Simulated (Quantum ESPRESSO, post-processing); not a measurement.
# Rh: work function by face, part 2 of 2

Which face of Rh holds its electrons most tightly, and does packing explain the order?

Quantum ESPRESSO 7.5; plane-wave DFT, PBE, PseudoDojo norm-conserving pseudopotentials.

So far. Step 11 (Electrostatic potential of (100)): On (100) the work function under PBEsol lies +0.13 eV from PBE's. Step 12 (Relaxing the ions of (110), PBE): The relaxation lowers the energy by 11 meV an atom. On the free atoms the largest force ends at 0.019 eV/Å.

## Step 13: Self-consistent run of (110), PBE

Level of this step: plane-wave DFT, PBE, PseudoDojo norm-conserving pseudopotentials (Quantum ESPRESSO 7.5).

Input file 110.pbe.in:

```
&control
  prefix = '110.pbe'
  outdir = './out'
  pseudo_dir = './pseudo'
  calculation = 'scf'
  tprnfor = .true.
/
&system
  ibrav = 0
  nat = 7
  ntyp = 1
  ecutwfc = 80
  ecutrho = 320
  occupations = 'smearing'
  smearing = 'mv'
  degauss = 0.02
/
&electrons
  conv_thr = 1e-07
  mixing_beta = 0.4
  electron_maxstep = 120
  mixing_mode = 'local-TF'
/
ATOMIC_SPECIES
  Rh  102.9055  Rh.dojo-sr-pbe-0.4.1-standard.upf
CELL_PARAMETERS angstrom
  3.80000000000000 0.00000000000000 0.00000000000000
  0.00000000000000 2.68700576850888 0.00000000000000
  0.00000000000000 0.00000000000000 24.06101730552664
ATOMIC_POSITIONS crystal
  Rh  0.000000000000 0.000000000000 0.334784638900
  Rh  0.500000000000 0.500000000000 0.385763468200
  Rh  0.000000000000 0.000000000000 0.444162673300
  Rh  0.500000000000 0.500000000000 0.500000000000
  Rh  0.000000000000 0.000000000000 0.555837326700
  Rh  0.500000000000 0.500000000000 0.614236531800
  Rh  0.000000000000 0.000000000000 0.665215361100
K_POINTS automatic
  8 12 1 0 0 0
```

Run with:

```sh
OMP_NUM_THREADS=1 mpirun -n 4 pw.x -nk 4 -in 110.pbe.in > 110.pbe.out
```

Wall time 5 min (4 MPI ranks of Arm Neoverse V2, shared host); peak memory 1.8 GiB; 20 min of CPU time.

Read from the output:

| Quantity | Value |
| --- | --- |
| free energy | -22337.9712 eV |
| Fermi energy | 6.013 eV |

## Step 14: Potential by pp.x of (110)

Input file 110.pbe.pot.in:

```
&inputpp
  prefix = '110.pbe'
  outdir = './out'
  filplot = '110.pbe.pot.dat'
  plot_num = 11
/
```

Run with:

```sh
OMP_NUM_THREADS=1 mpirun -n 4 pp.x -in 110.pbe.pot.in > 110.pbe.pot.out
```

Run time: 0.78 s. Hardware: 4 MPI ranks; peak memory 0.12 GiB.

Read from the output:

| Quantity | Value |
| --- | --- |
| work function of the upper face | 4.716 eV |
| slope of the potential above | 1.34e-4 eV/Å |
| upper vacuum line continued to the top atoms, over the Fermi level | 4.715 eV |
| work function of the lower face | 4.716 eV |
| slope of the potential below | -9.52e-5 eV/Å |
| lower vacuum line continued to the bottom atoms, over the Fermi level | 4.715 eV |

The potential energy, planar mean oscillates, so the rows of the table below give means over windows of 1.34 Å about each position, cut where the curve ends. Its maxima inside the range that stand out by 2 % of the span (Å: eV): 8.6: -11.3, 10.0: -7.69, 11.3: -9.03, 12.7: -9.03, 14.1: -7.69, 15.4: -11.3. Its minima: 8.1: -23.6, 9.3: -24.3, 10.7: -24.1, 12.0: -24.2, 13.4: -24.1, 14.8: -24.3, 16.0: -23.6.

Electrostatic potential energy of an electron; zero at the Fermi level. The potential energy, planar mean by z; means over each step:

```csv
z (Å),"potential energy, planar mean (eV)"
0.67,4.72
2.01,4.72
3.35,4.72
4.69,4.71
6.03,4.42
7.37,-5.79
8.71,-18.3
10.05,-15.2
11.39,-16.4
12.73,-16.4
14.07,-15.2
15.41,-18.3
16.75,-4.61
18.09,4.46
19.43,4.71
20.77,4.72
22.11,4.72
23.45,4.72
```

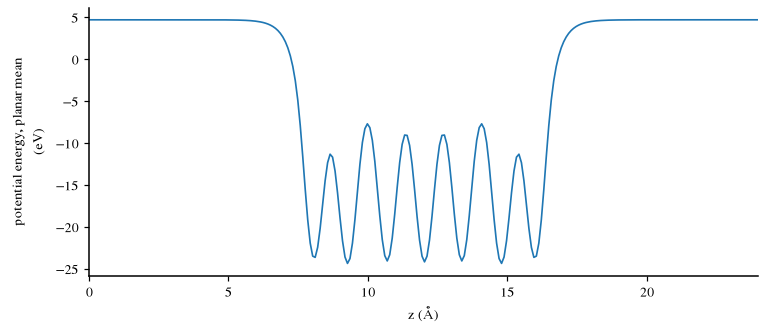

Potential energy, planar mean, plotted against z.

## Step 15: Self-consistent run of (110), PBEsol

Level of this step: plane-wave DFT, PBEsol, PseudoDojo norm-conserving pseudopotentials (Quantum ESPRESSO 7.5).

110.pbesol.in is the input of step 13 with these lines changed:

```diff
@@ -1,3 +1,3 @@
 &control
-  prefix = '110.pbe'
+  prefix = '110.pbesol'
   outdir = './out'
@@ -24,3 +24,3 @@
 ATOMIC_SPECIES
-  Rh  102.9055  Rh.dojo-sr-pbe-0.4.1-standard.upf
+  Rh  102.9055  Rh.dojo-sr-pbesol-0.4.1-standard.upf
 CELL_PARAMETERS angstrom
```

Run with:

```sh
OMP_NUM_THREADS=1 mpirun -n 4 pw.x -nk 4 -in 110.pbesol.in > 110.pbesol.out
```

It took 5.8 min on 4 MPI ranks; peak memory 1.8 GiB.

Numbers from this step:

| Property | Result |
| --- | --- |
| free energy | -22323.3748 eV |
| Fermi energy | 5.886 eV |

## Step 16: Electrostatic potential of (110)

Input file 110.pbesol.pot.in:

```
&inputpp
  prefix = '110.pbesol'
  outdir = './out'
  filplot = '110.pbesol.pot.dat'
  plot_num = 11
/
```

Run with:

```sh
OMP_NUM_THREADS=1 mpirun -n 4 pp.x -in 110.pbesol.pot.in > 110.pbesol.pot.out
```

Elapsed: 0.78 s, on 4 MPI ranks; peak memory 0.12 GiB.

This step gave:

| Property | Result |
| --- | --- |
| work function of the upper face | 4.824 eV |
| slope of the potential above | 1.13e-4 eV/Å |
| upper vacuum line continued to the top atoms, over the Fermi level | 4.824 eV |
| work function of the lower face | 4.824 eV |
| slope of the potential below | -8.01e-5 eV/Å |
| lower vacuum line continued to the bottom atoms, over the Fermi level | 4.824 eV |

On (110) the work function under PBEsol lies +0.11 eV from PBE's.

## Step 17: The series side by side

All levels:

```csv
level,work function (eV),CPU time (s)
"(111), PBE",5.164,295.2
"(111), PBEsol",5.302,298.1
"(100), PBE",5.105,385.3
"(100), PBEsol",5.231,384.6
"(110), PBE",4.716,1197
"(110), PBEsol",4.824,1381
```

## Step 18: The arithmetic

For (111) under PBE, on the run's own zero: φ = 12.353 − (7.189) = 5.164 eV.

## Step 19: Results

```yaml
work_function_of_111_pbe: 5.16 eV
work_function_of_111_pbesol: 5.30 eV
work_function_of_100_pbe: 5.11 eV
work_function_of_100_pbesol: 5.23 eV
work_function_of_110_pbe: 4.72 eV
work_function_of_110_pbesol: 4.82 eV
```

What this shows: Under PBE the work functions are 5.16 eV on (111), 5.11 eV on (100) and 4.72 eV on (110). In order of packing, from 6.25 to 10.21 Å² an atom, the faces are (111), (100) and (110). The work function falls in the same order, as Smoluchowski's picture of charge smoothing over rough faces expects, though faces within 0.08 eV of each other are not told apart by these slabs. PBEsol lies +0.11 to +0.14 eV from PBE on the same atoms, nearly a rigid shift. The top two spacings change by -0.5 and +1.0 % on (111), -2.9 and +2.0 % on (100) and -8.7 and +4.6 % on (110). The slabs are thin and unreconstructed, at the tabulated lattice constant; thickness and mesh leave some 0.05 to 0.1 eV open. PBE lies under the measured values on every face, as gradient-corrected functionals often do.

Comparison with the measured values:

| quantity | measured | PBE | PBEsol |
| --- | --- | --- | --- |
| work function of (111) (eV) | 5.46 | 5.16 (-0.30 eV) | 5.30 (-0.16 eV) |
| work function of (100) (eV) | 5.3 | 5.11 (-0.19 eV) | 5.23 (-0.07 eV) |
| work function of (110) (eV) | 4.86 | 4.72 (-0.14 eV) | 4.82 (-0.04 eV) |

Measured values from arxiv:1902.07811 (2019).

Verdict: The grades are ours: good and fair within 3 and 7 % for the work function of (111), 3 and 7 % for the work function of (100) and 3 and 7 % for the work function of (110). Other measurements of the same face can differ from the value quoted by 0.1 to 0.2 eV.

[Logs are printed without paths, hosts, clocks, repeated set-up lines and the standing remarks that a program may print on its own settings, such as how far it seeks lower states.]

[Hosts, paths, dates, database ids (printed as entryN), source tags and the programs' standing remarks are cut or masked in the printed files.]

[Maps of the electrostatic potential energy from Ansatz leave out the sawtooth potential of an applied field or a dipole correction, so their vacuum need not be flat; planar profiles and work functions include it.]
